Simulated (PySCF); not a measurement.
## CH$_{8}$GeOSi: excited-state calculation

System: CH$_{8}$GeOSi, SMILES C[O][GeH2][SiH3].
Method: TDDFT B3LYP/def2-SVPD, vertical, gas phase, core orbitals frozen in the response (PySCF 2.14.0).

The geometry comes from this level: PBE0-D3(BJ)/def2-SVP.

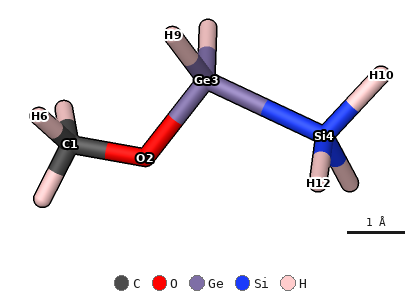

**Figure 1.** The input geometry (stick view, seen at a tilt; atoms are numbered from 1 in the order of the input). Sticks mark near contacts. Bond lengths as drawn: C–H 1.10 to 1.11 Å, C–O 1.40 Å, Ge–H 1.55 Å, Ge–O 1.79 Å, Ge–Si 2.38 Å and H–Si 1.49 to 1.50 Å.

**The input**
```
{"job": {"kind": "uv", "xc": "B3LYP", "basis": "def2-SVPD", "ip": true}, "charge": 0, "multiplicity": 1}
C      2.261617     0.386195     0.275557
O      0.888472     0.638011     0.204310
Ge    -0.233092    -0.703721    -0.174944
Si    -2.394431     0.288243    -0.141619
H      2.674700    -0.000746    -0.677154
H      2.521112    -0.340074     1.071675
H      2.781165     1.330792     0.504139
H      0.155298    -1.288666    -1.554784
H     -0.050675    -1.809721     0.893345
H     -3.412692    -0.737850    -0.523980
H     -2.447904     1.416883    -1.117405
H     -2.701258     0.794048     1.229261
```

The first line tells a small driver script what to run in PySCF; the rest is the geometry in Å.

Launch command:
```bash
OMP_NUM_THREADS=1 python <driver script> task.json out
```

**Log**
```
coarse grid: 43968 points
cycle   1  E = -2484.1659062823  dE = -5.481e-01  |g| = 7.966e-01  |ddm| = 3.841e+00
cycle   2  E = -2483.7654214221  dE =  4.005e-01  |g| = 1.614e+00  |ddm| = 2.161e+00
cycle   3  E = -2484.2705522868  dE = -5.051e-01  |g| = 1.702e-01  |ddm| = 1.619e+00
cycle   4  E = -2484.2748995327  dE = -4.347e-03  |g| = 6.101e-02  |ddm| = 2.008e-01
cycle   5  E = -2484.2753471150  dE = -4.476e-04  |g| = 7.665e-03  |ddm| = 6.265e-02
cycle   6  E = -2484.2753602276  dE = -1.311e-05  |g| = 2.080e-03  |ddm| = 1.289e-02
cycle   7  E = -2484.2753612602  dE = -1.033e-06  |g| = 4.753e-04  |ddm| = 2.717e-03
final grid: 90360 points
cycle   8  E = -2484.2753498445  dE = -3.374e-08  |g| = 5.661e-04  |ddm| = 4.151e-03
cycle   9  E = -2484.2753497973  dE =  4.721e-08  |g| = 7.156e-04  |ddm| = 1.292e-03
cycle  10  E = -2484.2753499239  dE = -1.266e-07  |g| = 9.569e-05  |ddm| = 7.286e-04
cycle  11  E = -2484.2753499256  dE = -1.706e-09  |g| = 6.256e-06  |ddm| = 8.069e-05
cycle  12  E = -2484.2753499256  dE = -1.728e-11  |g| = 2.162e-06  |ddm| = 1.360e-05
```

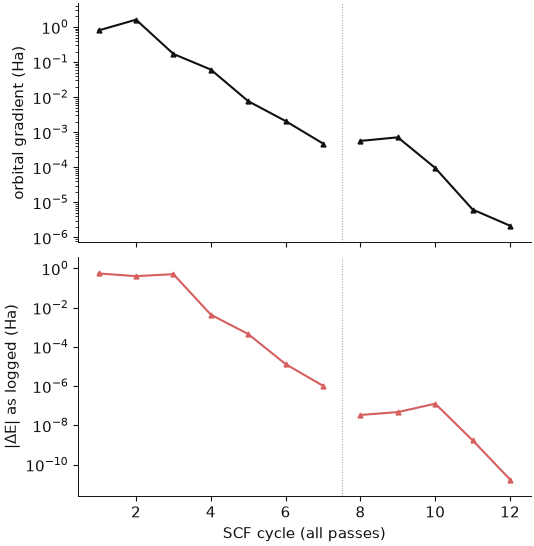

**Figure 2.** Convergence of the self-consistent field: orbital gradient and size of the energy change against the SCF cycle. The dotted line marks the change from a coarse to the final integration grid. The first 7 cycles use a coarse grid, the final grid takes over at cycle 8, and the field converges after 12 cycles in all.

```
converged SCF energy = -2484.2753499256

Static polarisability (au): isotropic 81.529, principal 70.719 74.375 99.493

Singlet excitations
state   eV       nm        f      main configurations
  1   5.9483    208.4   0.00001   H->L 0.97
  2   6.5562    189.1   0.02324   H->L+1 0.97
  3   6.5736    188.6   0.01774   H-1->L 0.95
  4   6.9417    178.6   0.00150   H->L+2 0.66, H->L+3 0.20
  5   6.9895    177.4   0.00071   H->L+3 0.68, H->L+2 0.26
  6   7.0868    175.0   0.02934   H-2->L 0.75, H-1->L+1 0.17
  7   7.2819    170.3   0.15592   H-1->L+1 0.65, H-2->L 0.10
  8   7.4380    166.7   0.02774   H-1->L+2 0.52, H-1->L+3 0.33
  9   7.5154    165.0   0.07441   H-1->L+3 0.40, H-2->L+1 0.24, H-1->L+2 0.23
 10   7.5259    164.7   0.00420   H->L+4 0.89

Triplet excitations (Tamm-Dancoff, eV): 5.6434 6.0476 6.3574 6.5019
Vertical ionisation energy (delta-SCF) = 9.8265 eV
```

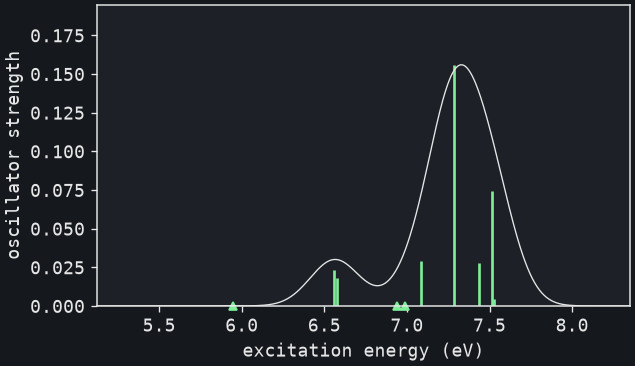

**Figure 3.** Computed excitations as sticks (degenerate states added up, dark ones marked on the axis), with a Gaussian envelope of 0.35 eV full width at half maximum, scaled to the tallest. Of the 10 states the lowest lies at 5.95 eV (f = 0.000); the strongest line is at 7.28 eV, or 170 nm (f = 0.156).

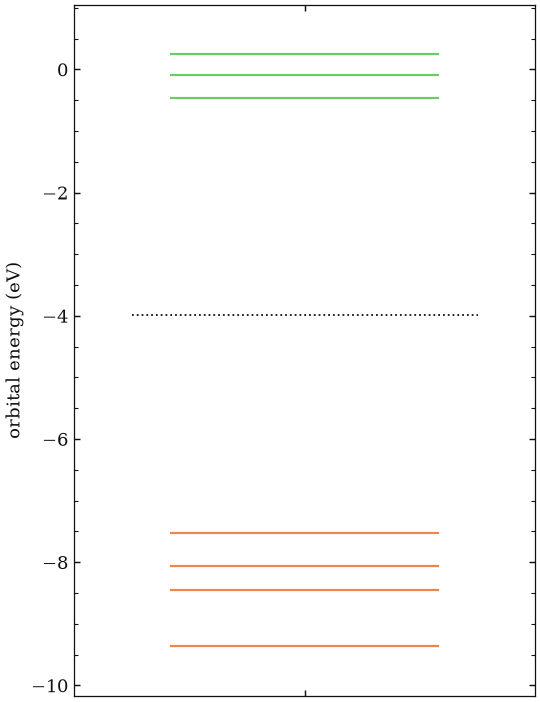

**Figure 4.** Orbital energies near the frontier; the dotted line parts filled from empty levels, and levels within 0.02 eV of each other stand side by side. Highest filled −7.52 eV, lowest empty −0.46 eV, 7.06 eV apart.

**Key numbers**

- outcome: converged
- total energy: −2484.275350 hartree
- HOMO: −7.52 eV
- LUMO: −0.46 eV
- dipole moment: 0.92 D
- mean polarisability: 81.53 a.u.
- vertical ionisation energy: 9.83 eV
- lowest singlet excitation: 5.95 eV
- hardware: 1 CPU thread, shared host
- wall time: 1.9 min
- peak memory: 0.77 GiB

Spin–orbit coupling is left out, which matters for the heavy atoms.
